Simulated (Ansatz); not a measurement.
The reference is PbTe in the zinc blende structure (space group F-43m, No. 216; a = 7.284 Å; a hypothetical phase, not in the database extracts checked).

Structures relaxed with Kohn–Sham DFT with the r2SCAN functional, run in Ansatz (an electronic-structure program) with PAW and 500 eV plane waves, scalar-relativistic without spin-orbit coupling.

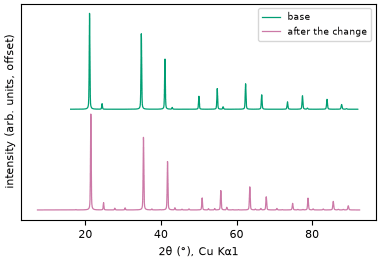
*Simulated powder patterns before (top) and after one change*

### Question
Which of these changes matches the shifts?
(A) x(Se) = 0.5, 8 atoms, P-4m2
(B) x(Se) = 0.667, 6 atoms, I-4m2
(C) x(Se) = 0.25, 8 atoms, P-43m
(D) x(Se) = 0.5, 8 atoms, Pmn2_1

### Answer
C, x(Se) = 0.25, 8 atoms, P-43m. Its volume per atom is 46.08 Å³ against 48.32 Å³, and its space group is P-43m (No. 215).

Each cell is one ordered arrangement of few atoms, which overstates ordering effects compared with a random alloy. Stability against distortions was not tested. Under x(Se) = 0.5, 8 atoms, Pmn2_1 and x(Se) = 0.5, 8 atoms, P-4m2 the cell changed shape so far that it is another structure.
